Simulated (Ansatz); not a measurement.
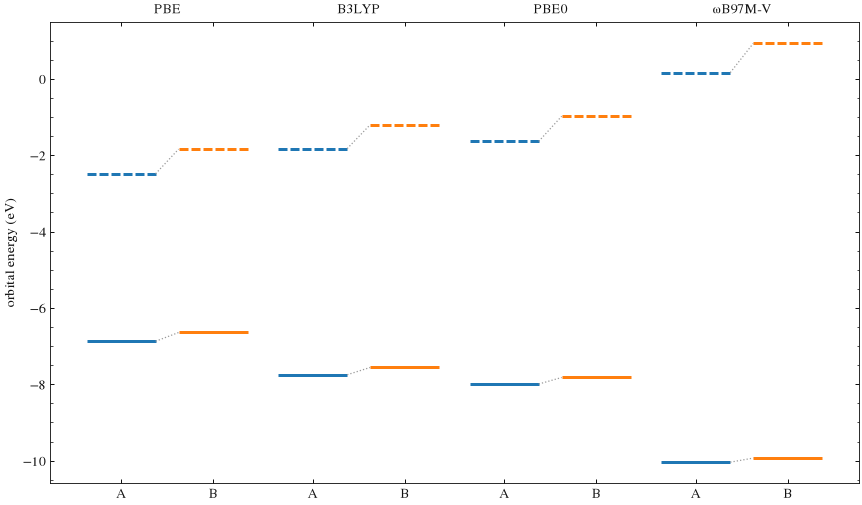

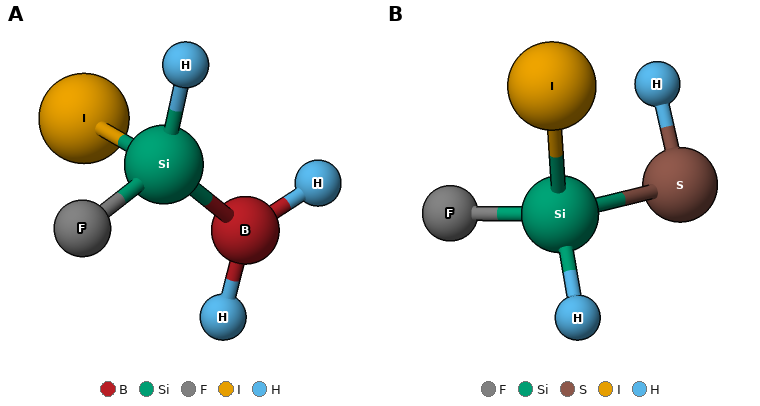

One change: A, BSiH₃IF (SMILES B[Si@H](F)I), becomes B, SiH₂SIF (SMILES F[Si@@H](S)I). BH₂ on Si is replaced by SH. HOMO (solid) and LUMO (dashed) computed in def2-TZVPP at PBE0-D4/def2-TZVP geometries, both minima by their frequencies, gas phase, the Ansatz code. Empty levels above zero depend strongly on the basis.

What does the change do to HOMO and LUMO?

Answer. PBE: the HOMO rises by 0.23 eV, the LUMO rises by 0.64 eV, and the separation goes from 4.39 to 4.80 eV. B3LYP: the HOMO rises by 0.19 eV, the LUMO rises by 0.62 eV, and the separation goes from 5.92 to 6.35 eV. PBE0: the HOMO rises by 0.17 eV, the LUMO rises by 0.66 eV, and the separation goes from 6.35 to 6.84 eV. ωB97M-V: the HOMO rises by 0.11 eV, the LUMO rises by 0.77 eV, and the separation goes from 10.20 to 10.86 eV.

Do the functionals agree on the effect?

Answer. They agree on the direction for both levels; the HOMO shift lies between 0.11 and 0.23 eV and the LUMO shift between 0.62 and 0.77 eV, while the separations themselves differ by up to 6.1 eV between functionals.

Caveats: core potentials past krypton; spin-orbit coupling is left out, and with I it can shift these values.
